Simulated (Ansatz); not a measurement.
**Frozen-phonon scan for WC (WC type, space group P-6m2)**

Starting cell, WC (WC type, space group P-6m2):

```
WC
1.0
    5.84370     0.00000     0.00000
   -1.46093     2.53040     0.00000
    2.92185     0.00000     2.84710
W C
2 2
Direct
  0.00000   0.00000   0.00000
  0.50000   0.00000   0.00000
  0.08333   0.33333   0.50000
  0.58333   0.33333   0.50000
```

The atoms are displaced by Q × the pattern below (from a DFPT mode at L = (0.5, 0.0, 0.5), largest move 1; Q in Å), at fixed cell. (q is in reciprocal vectors of the primitive cell; the cell shown is doubled to hold the pattern.)

| atom | x | y | z |
|---|---|---|---|
| W1 | -0.866 | -0.500 | 0.000 |
| W2 | 0.866 | 0.500 | 0.000 |
| C3 | 0.000 | 0.000 | -0.339 |
| C4 | 0.000 | 0.000 | 0.339 |

Calculation: PBE (plane waves to 420 eV, PAW, scalar-relativistic; Ansatz, a quantum-chemistry and plane-wave program). k mesh 18×18×18 (Γ-centred), Fermi-Dirac smearing 0.05 eV. Energies are smeared free energies. With partly filled bands, energies and forces of such displacements shift with the k mesh and the smearing. Spin-orbit coupling is left out, though W is heavy. WC is run without spin polarisation. WC was relaxed with its symmetry unable to fall. ΔE is measured from the undisplaced structure.

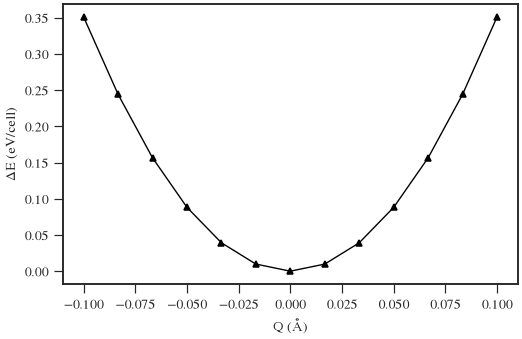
*ΔE (eV/cell) against Q (Å); markers are the computed points, lines only join them.*

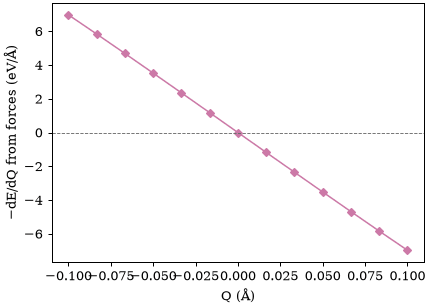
Figure: −dE/dQ from forces (eV/Å) against Q (Å); one marker a computed point.

The energy at Q = 0.100 Å is 351 meV/cell. Space group of the distorted cell: Imm2 (No. 44), lowered from P-6m2. Shape of the curve: a single well with its minimum at or next to zero displacement. Symmetry of the curve: even: the same for both signs. Harmonic wavenumber from the curvature (finite differences): 228 cm⁻¹.

E″ = 70.63 eV/Å², M = Σ mᵢ|uᵢ|² = 370.4 u, ν̃ = 521.5·√(|E″|/M).

(For displaced atoms, the force is minus the slope of the energy, and its curvature is a force constant, which sets phonon frequencies.)
